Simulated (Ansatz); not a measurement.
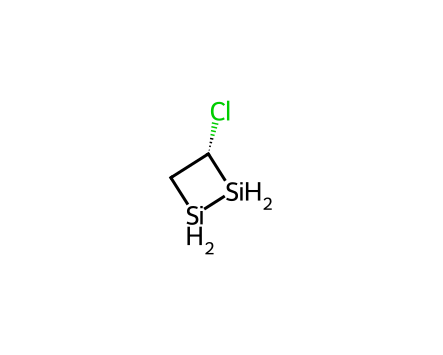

Computed geometry: PBE0-D4/def2-TZVP optimisation. Program: Ansatz 0.2.0.

Tabulate dipole (D), HOMO energy (eV) at these levels: B3LYP-D4/def2-TZVPP; PBE-D4/def2-TZVPP; r2SCAN-D4/def2-TZVPP; ωB97M-V/def2-TZVPP.

```json
{"level": "B3LYP-D4/def2-TZVPP", "dipole (D)": "1.66", "HOMO energy (eV)": "−7.44"}
{"level": "PBE-D4/def2-TZVPP", "dipole (D)": "1.59", "HOMO energy (eV)": "−6.44"}
{"level": "r2SCAN-D4/def2-TZVPP", "dipole (D)": "1.70", "HOMO energy (eV)": "−6.70"}
{"level": "ωB97M-V/def2-TZVPP", "dipole (D)": "1.67", "HOMO energy (eV)": "−9.75"}
```
